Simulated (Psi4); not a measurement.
# B2H4F2 (SMILES [BH2-]1[F+][BH2-][F+]1): BLYP/cc-pVDZ

What is the vertical ionisation energy of B2H4F2 at BLYP/cc-pVDZ? 

The results are computed with Psi4 1.11.

### Step 1. The structure to begin with

The species is B2H4F2 (8 atoms), meant as a singlet with charge 0. SMILES: `[BH2-]1[F+][BH2-][F+]1`. The coordinates come from a PBE0-D4/def2-TZVP relaxation.

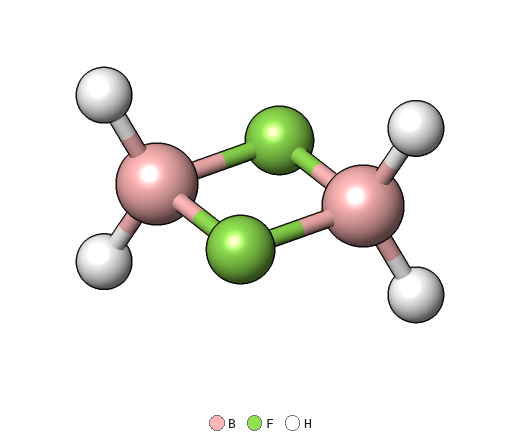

The structure, seen from a chosen angle (boron pink, fluorine green, hydrogen white).

### Step 2. Energy and forces at BLYP/cc-pVDZ

b2f2h4.in

```
memory 2200 MB

molecule system {
  0 1
  B     -0.488000     0.947300    -0.293800
  F      0.637300     0.536000     0.670600
  B      0.488000    -0.947200     0.293900
  F     -0.636800    -0.535900    -0.671100
  H     -0.036000     1.557300    -1.210300
  H     -1.440200     1.308400     0.322000
  H      1.440200    -1.309100    -0.321600
  H      0.035400    -1.556800     1.210300
  symmetry c1
  no_reorient
  no_com
}

set {
  basis cc-pVDZ
  reference rks
  puream true
  e_convergence 1e-09
  d_convergence 1e-08
  scf_type pk
  dft_radial_points 99
  dft_spherical_points 590
}

result, w = gradient('blyp', return_wfn=True)
oeprop(w, 'MULLIKEN_CHARGES', 'WIBERG_LOWDIN_INDICES', 'DIPOLE', title='BLYP')
```

The run is started by

```
psi4 b2f2h4.in b2f2h4.out -n 1
```

b2f2h4.out, shortened:

```text
[...]
  Running in c1 symmetry.
[...]
  Nuclear repulsion =  118.500675990828697
[...]
  Multiplicity = 1
[...]
  Nalpha       = 16
  Nbeta        = 16
[...]
    Number of basis functions: 76
[...]
   @RKS iter   1:  -251.68842163300749   -4.18253e-01   4.88016e-03 ADIIS/DIIS
[...]
   @RKS iter  10:  -251.78563023116814   -1.73657e-11   3.93557e-09 DIIS
[...]
    Orbital Energies [Eh]
    ---------------------
    Doubly Occupied:
       1A    -24.364655     2A    -24.364617     3A     -6.621423
       4A     -6.621362     5A     -1.180001     6A     -1.124839
       7A     -0.563470     8A     -0.543611     9A     -0.501694
      10A     -0.469506    11A     -0.405932    12A     -0.401001
      13A     -0.398381    14A     -0.350511    15A     -0.312704
      16A     -0.271009
[...]
  @RKS Final Energy:  -251.78563023116814
   => Energetics <=
    Nuclear Repulsion Energy =            118.5006759908286966
    One-Electron Energy =                -581.6517579474120794
    Two-Electron Energy =                 241.8870763800786960
    DFT Exchange-Correlation Energy =     -30.5216246546634657
    Empirical Dispersion Energy =           0.0000000000000000
    VV10 Nonlocal Energy =                  0.0000000000000000
    Total Energy =                       -251.7856302311681418
[...]
  -Total Gradient:
     Atom            X                  Y                   Z
    ------   -----------------  -----------------  -----------------
       1        0.007966613845    -0.015505883532     0.004819175418
       2       -0.012549048079    -0.010611066882    -0.013224675599
       3       -0.007995875132     0.015548306899    -0.004738834659
       4        0.012543881342     0.010586753815     0.013214164904
       5       -0.003023171570    -0.004388844935     0.006364740442
       6        0.006663568750    -0.002676937972    -0.004201604224
       7       -0.006640759944     0.002662039301     0.004166273480
       8        0.003034278710     0.004385554852    -0.006398659681
[...]
 Multipole Moments:
 ------------------------------------------------------------------------------------
     Multipole            Electronic (a.u.)      Nuclear  (a.u.)        Total (a.u.)
 ------------------------------------------------------------------------------------
 L = 1.  Multiply by 2.5417464519 to convert [e a0] to [Debye]
 Dipole X            :         -0.0073609            0.0073699            0.0000090
 Dipole Y            :         -0.0020409            0.0022677            0.0002268
 Dipole Z            :          0.0069195           -0.0068030            0.0001165
 Magnitude           :                                                    0.0002551
[...]
  Mulliken Charges: (a.u.)
   Center  Symbol    Alpha    Beta     Spin     Total
       1     B     2.38752  2.38752  0.00000  0.22496
       2     F     4.54640  4.54640  0.00000 -0.09280
       3     B     2.38754  2.38754  0.00000  0.22493
       4     F     4.54643  4.54643  0.00000 -0.09286
       5     H     0.53302  0.53302  0.00000 -0.06603
       6     H     0.53304  0.53304  0.00000 -0.06607
       7     H     0.53302  0.53302  0.00000 -0.06605
       8     H     0.53304  0.53304  0.00000 -0.06608
   Total alpha = 16.00000, Total beta = 16.00000, Total charge =  0.00000
[...]
```

Run time: 22 s. Hardware: 1 thread of AMD EPYC 7R43 (Zen 3), shared host; peak memory 1.2 GiB.

### Step 3. The doublet cation at the same level

b2f2h4.xyz

```xyz
8
B2F2H4
B     -0.488000     0.947300    -0.293800
F      0.637300     0.536000     0.670600
B      0.488000    -0.947200     0.293900
F     -0.636800    -0.535900    -0.671100
H     -0.036000     1.557300    -1.210300
H     -1.440200     1.308400     0.322000
H      1.440200    -1.309100    -0.321600
H      0.035400    -1.556800     1.210300
```

job.py

```python
import psi4

psi4.set_memory(2200000000)
psi4.set_num_threads(1)
psi4.set_output_file('run.log', False)

with open('b2f2h4.xyz') as f:
    atoms = ''.join(f.readlines()[2:])
molecule = psi4.geometry('1 2\n' + atoms + 'symmetry c1\nno_reorient\nno_com')

psi4.set_options({
    'basis': 'cc-pVDZ',
    'reference': 'uks',
    'puream': True,
    'e_convergence': 1e-09,
    'd_convergence': 1e-08,
    'scf_type': 'pk',
    'dft_radial_points': 99,
    'dft_spherical_points': 590,
    'maxiter': 100,
})

energy_value, wavefunction = psi4.gradient('blyp', return_wfn=True)
psi4.oeprop(wavefunction, 'LOWDIN_CHARGES', 'WIBERG_LOWDIN_INDICES', 'QUADRUPOLE', title='BLYP')
print('gradient / Eh bohr^-1')
print(energy_value.np.round(6))
print(f'energy = {wavefunction.energy():.10f} Eh')
```

The run is started by

```
python job.py
```

run.log, shortened:

```text
[...]
  Running in c1 symmetry.
[...]
  Nuclear repulsion =  118.500675990828697
[...]
  Multiplicity = 2
[...]
  Nalpha       = 16
  Nbeta        = 15
[...]
    Number of basis functions: 76
[...]
   @UKS iter   1:  -251.33216094488779   -6.19924e-02   3.39401e-03 DIIS/ADIIS
[...]
   @UKS iter  12:  -251.38887665841708   -3.49587e-12   9.19776e-09 DIIS
[...]
   @S^2 Observed:                7.517131403E-01
[...]
    Orbital Energies [Eh]
    ---------------------
    Alpha Occupied:
       1A    -24.651358     2A    -24.651334     3A     -6.898891
       4A     -6.898828     5A     -1.457493     6A     -1.401664
       7A     -0.835260     8A     -0.812147     9A     -0.771676
      10A     -0.747909    11A     -0.679454    12A     -0.673512
      13A     -0.672612    14A     -0.622928    15A     -0.591661
      16A     -0.551117
    Alpha Virtual:
      17A     -0.267248    18A     -0.192418    19A     -0.185507
      20A     -0.142654    21A     -0.105290    22A     -0.082864
      23A     -0.068533    24A     -0.052709    25A     -0.020010
[...]
  @UKS Final Energy:  -251.38887665841708
   => Energetics <=
    Nuclear Repulsion Energy =            118.5006759908286966
    One-Electron Energy =                -572.9776746544819161
    Two-Electron Energy =                 233.2191254627838646
    DFT Exchange-Correlation Energy =     -30.1310034575477346
    Empirical Dispersion Energy =           0.0000000000000000
    VV10 Nonlocal Energy =                  0.0000000000000000
    Total Energy =                       -251.3888766584170753
  UHF NO Occupations:
  HONO-2 :   14  A 1.9997169
  HONO-1 :   15  A 1.9996918
[...]
  -Total Gradient:
     Atom            X                  Y                   Z
    ------   -----------------  -----------------  -----------------
       1       -0.007761331192     0.015004976204    -0.004611865280
       2       -0.001006233606    -0.000886573962    -0.001101241005
       3        0.007696588450    -0.015004522634     0.004726374121
       4        0.001029054302     0.000883618563     0.001051800209
       5       -0.002718496845    -0.014965253306     0.014526316307
       6        0.016396156884    -0.011584821950    -0.006325999670
       7       -0.016370630984     0.011581410204     0.006292949434
       8        0.002734365807     0.014971085899    -0.014557737299
[...]
```

On the terminal:

```text
gradient / Eh bohr^-1
[[-0.007761  0.015005 -0.004612]
 [-0.001006 -0.000887 -0.001101]
 [ 0.007697 -0.015005  0.004726]
 [ 0.001029  0.000884  0.001052]
 [-0.002718 -0.014965  0.014526]
 [ 0.016396 -0.011585 -0.006326]
 [-0.016371  0.011581  0.006293]
 [ 0.002734  0.014971 -0.014558]]
energy = -251.3888766584 Eh
```

Run time: 35 s. Hardware: 1 thread of AMD EPYC 7R43 (Zen 3), shared host; peak memory 1.2 GiB.

### Step 4. Outcome

Level: BLYP/cc-pVDZ.

| quantity | value |
| --- | --- |
| singlet B2H4F2: total energy | -251.78563 Eh |
| singlet B2H4F2: dipole moment | 0.00 D |
| singlet B2H4F2: HOMO energy | -7.37 eV |
| singlet B2H4F2: LUMO energy | -0.60 eV |
| singlet B2H4F2: HOMO–LUMO gap | 6.77 eV |
| singlet B2H4F2: largest force on an atom | 1.085 eV/Å |
| doublet cation: total energy | -251.38888 Eh |
| doublet cation: HOMO energy (highest over α and β) | -15.00 eV |
| doublet cation: LUMO energy (lowest over α and β) | -14.25 eV |
| doublet cation: ⟨S²⟩ | 0.752 |
| doublet cation: largest force on an atom | 1.083 eV/Å |
| vertical ionisation energy (to the doublet cation) | 10.796 eV |

Removing an electron at fixed nuclei costs 10.80 eV (249 kcal/mol). The largest force (singlet B2H4F2) is 1.08 eV/Å: the shape isn't a stationary point for this species at this level. The negative HOMO energy of the first species, 7.37 eV, lies 3.42 eV below that difference. Mulliken charges (singlet B2H4F2) run from -0.09 on F4 to +0.22 on B1; they depend strongly on the basis.
